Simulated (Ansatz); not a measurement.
Process, species as SMILES: [C]#N (C-N) → CN- (singlet, bonded as [C]#N) (an electron is taken up)
B3LYP-D3(BJ)/def2-TZVP geometries, fixed; electronic energies without zero-point terms; positive where energy is released.
Largest species:
```
C
N 1 1.1622
```
Charge 0, spin multiplicity 2.

Basis-set convergence of the adiabatic electron affinity at wB97M-V with Ansatz (a program for electronic structure). All functions are spherical. The program fits the integrals of some runs and decomposes those of others, by size. Open shells are unrestricted. The functional holds VV10 correlation; no added dispersion term, no relativity. Functions are those of the species that has most. Reference: the value in aug-cc-pV5Z, 4.181 eV, itself unsure by roughly 0.005 eV (its mean distance from aug-pcseg-3, aug-cc-pVQZ, def2-QZVPPD). Deviations are taken from unrounded values.

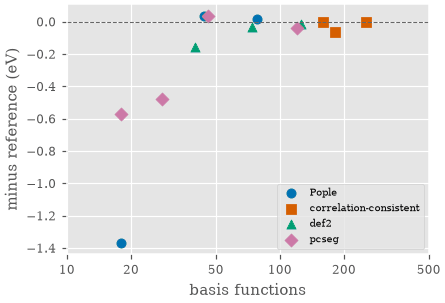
Figure: Deviation from the reference against the number of basis functions, by family of sets.

| basis | functions | adiabatic electron affinity (eV) | minus reference (eV) |
|---|---|---|---|
| 3-21G | 18 | 2.815 | -1.366 |
| pcseg-0 | 18 | 3.608 | -0.573 |
| pcseg-1 | 28 | 3.704 | -0.477 |
| def2-SVPD | 40 | 4.023 | -0.158 |
| 6-311+G** | 44 | 4.217 | 0.036 |
| aug-pcseg-1 | 46 | 4.218 | 0.038 |
| def2-TZVPPD | 74 | 4.148 | -0.033 |
| 6-311++G(3df,3pd) | 78 | 4.197 | 0.016 |
| pcseg-3 | 120 | 4.144 | -0.036 |
| def2-QZVPPD | 126 | 4.168 | -0.013 |
| aug-cc-pVQZ | 160 | 4.179 | -0.002 |
| cc-pV5Z | 182 | 4.118 | -0.063 |
| aug-cc-pV5Z | 254 | 4.181 | 0.000 |
